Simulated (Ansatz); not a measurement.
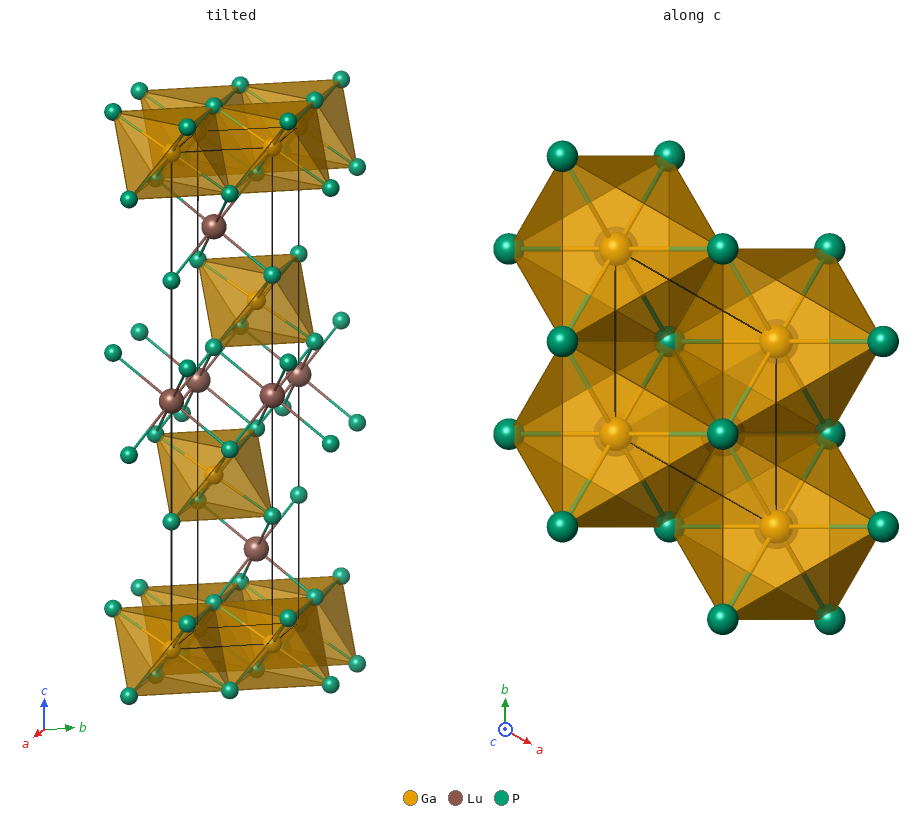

A polyhedral rendering, viewed slightly off an axis and along the c axis. The conventional unit cell is outlined; an atom on or near a face, edge or corner is repeated at each equivalent position. Some atoms of the next cells are drawn as well.

LuGaP2, space group R-3m (No. 166), a = 3.791 Å, b = 3.791 Å, c = 18.407 Å, α = 90.00°, β = 90.00°, γ = 120.00°. The model was built from a structure type filled with these elements by a generator (whether the compound takes this form wasn't checked). Earlier steps of the study, as a rule a relaxation of our own, may have changed the cell and positions, so they can lie some per cent off the listed ones. It went into a calculation with Ansatz.

This one geometry was computed with Ansatz (DFT, plane waves, PAW) at three levels of theory: PBE, PBE with spin-orbit coupling and r2SCAN. It was relaxed beforehand with r2SCAN.

**How does the band gap change with the level of theory?**

All levels give a metal.

**Collect the results in a table.**

| level | cutoff (eV) | k-mesh of the run's cell | gap (eV) | pressure (GPa) |
| --- | --- | --- | --- | --- |
| PBE | 420 | 8×8×8 | metal | 1.5 |
| PBE with spin-orbit coupling | 420 | 8×8×8 | metal | 1.3 |
| r2SCAN | 500 | 8×8×8 | metal | 0.0 |

Gaps are taken on the k-mesh or band path of each run.
